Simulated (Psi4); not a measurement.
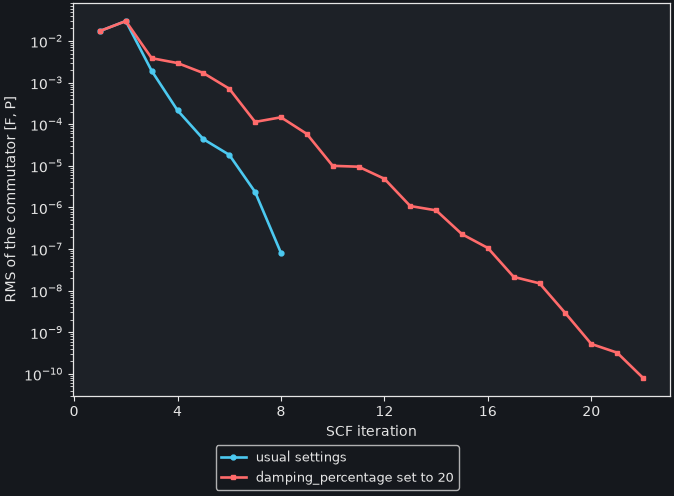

Two SCF runs that differ in one setting.
System: AsH3 (SMILES [AsH3]).
Method: RKS BLYP, aug-pcseg-2 (Psi4).

Q: How did each SCF end?

A: “usual settings” converged in 8 iterations. “damping_percentage set to 20” converged in 22 iterations. Damping keeps part of the old density at each step, which slows an SCF that didn't need it. Both end at the same energy within 1 meV.
